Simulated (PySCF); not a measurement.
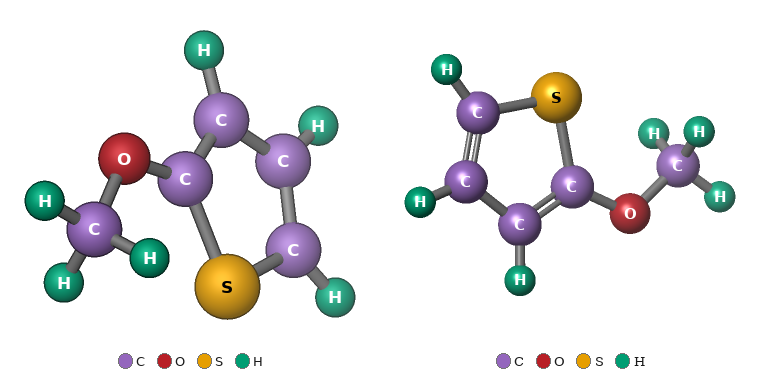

Two views of one molecule.

The geometry was computed by an optimisation with GFN2-xTB. No frequency run is at hand to confirm it as a minimum.

> Which formula does it have?

C₅H₆OS, 13 atoms: 5 carbon, 6 hydrogen, 1 oxygen and 1 sulfur.

> Does it have rings?

Independent rings (smallest set): 1 of 5 members, 1 of them aromatic.

> Name some functional groups or characteristic bonds that it holds.

Among them: ether.

> Count the bonded pairs by element.

6 C–H, 3 C–C, 2 C–O, 2 C–S.

> What is its SMILES?

COc1cccs1

The parts below concern this one geometry. Atoms keep their numbers from picture to picture.

### Shape

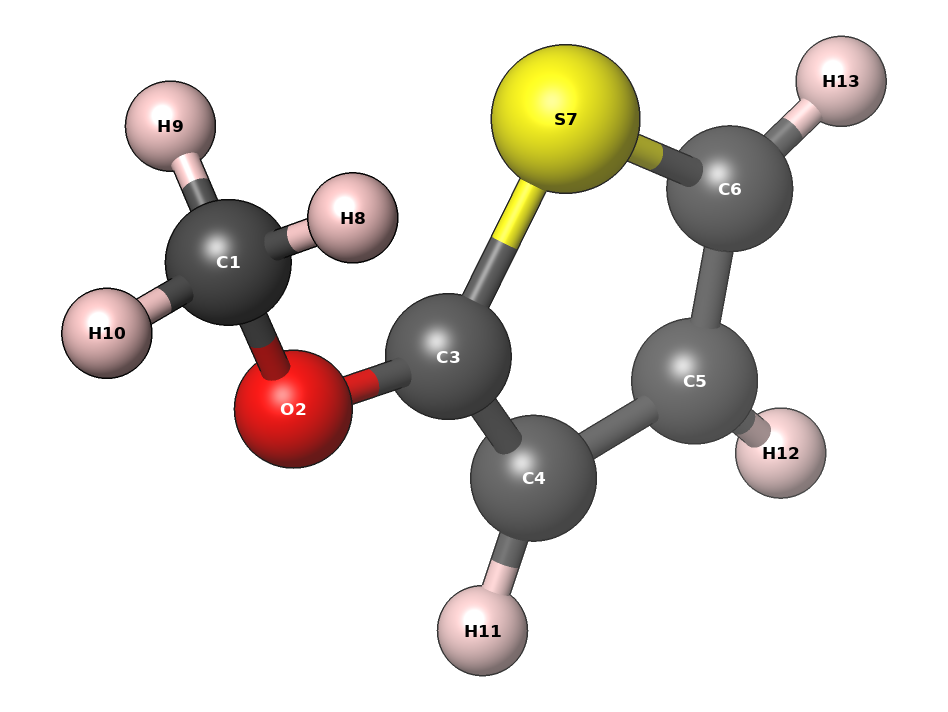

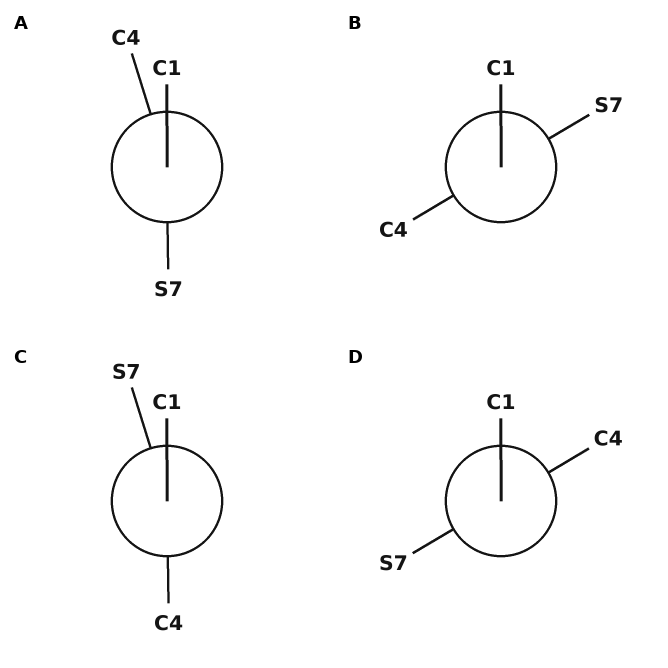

Depth is shown by fading: the farther an atom, the more it takes the colour of the background. Bonds that would overlap in a projection are set slightly apart. No frequency run is at hand to confirm it as a minimum.

> Which Newman projection shows the view along O2–C3, with O2 in front?

C. The torsion angle C1–O2–C3–S7 is −1°, synperiplanar (eclipsed).

### Ring current

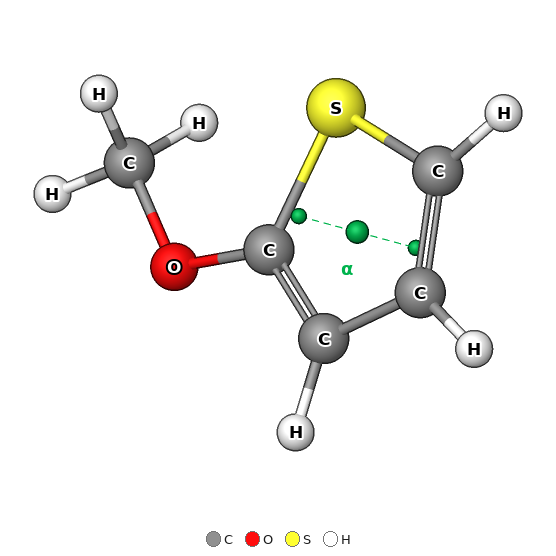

The small points mark where nucleus-independent chemical shifts (NICS) were computed: at the centre of each lettered ring and 1 Å above and below it. No frequency run is at hand to confirm it as a minimum. Level of theory: GIAO PBE0/pcSseg-1 NMR shielding, non-relativistic, gas phase (PySCF 2.14.0).

Give NICS(0), NICS(1) and the out-of-plane component NICS(1)zz for each ring (means of the two sides).

| ring | members | NICS(0) | NICS(1) | NICS(1)zz |
| --- | --- | --- | --- | --- |
| α | C4S | −13.1 | −10.6 | −24.4 |

Values in ppm.

> What do the values say about the ring currents?

Ring α: diatropic, as in an aromatic ring. NICS is one index among several.

### NMR shielding

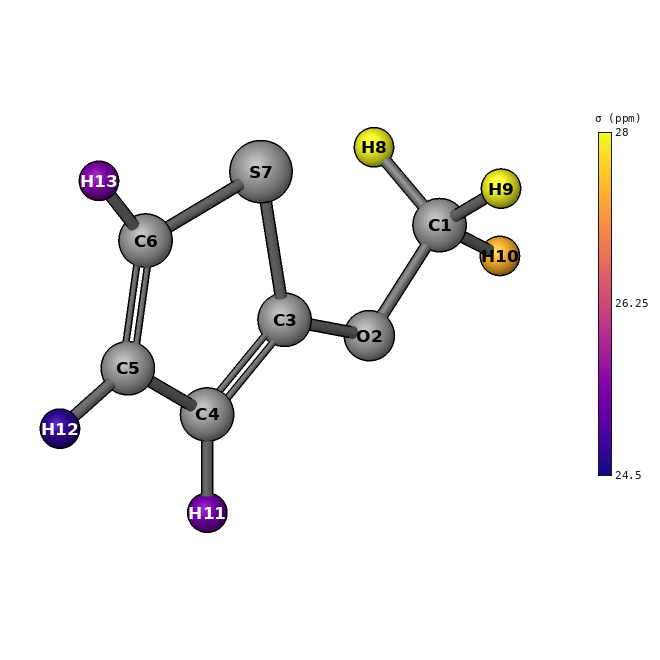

Atoms are coloured by their isotropic NMR shieldings (H only, the others grey). No frequency run is at hand to confirm it as a minimum. Level of theory: GIAO PBE0/pcSseg-1 NMR shielding, non-relativistic, gas phase (PySCF 2.14.0).

List the isotropic NMR shieldings of the H atoms.

```json
{"atom": "H8", "σ (ppm)": "27.97"}
{"atom": "H9", "σ (ppm)": "27.94"}
{"atom": "H10", "σ (ppm)": "27.41"}
{"atom": "H11", "σ (ppm)": "25.28"}
{"atom": "H12", "σ (ppm)": "24.71"}
{"atom": "H13", "σ (ppm)": "25.39"}
```

### Electronic properties

No frequency run is at hand to confirm it as a minimum. Level of theory: PBE0/pcSseg-1, gas phase (PySCF 2.14.0).

Predict the main results.

- dipole moment: 1.12 D
- HOMO energy (Kohn–Sham orbital): −6.07 eV
- LUMO energy (Kohn–Sham orbital): 0.04 eV
- HOMO–LUMO gap: 6.11 eV
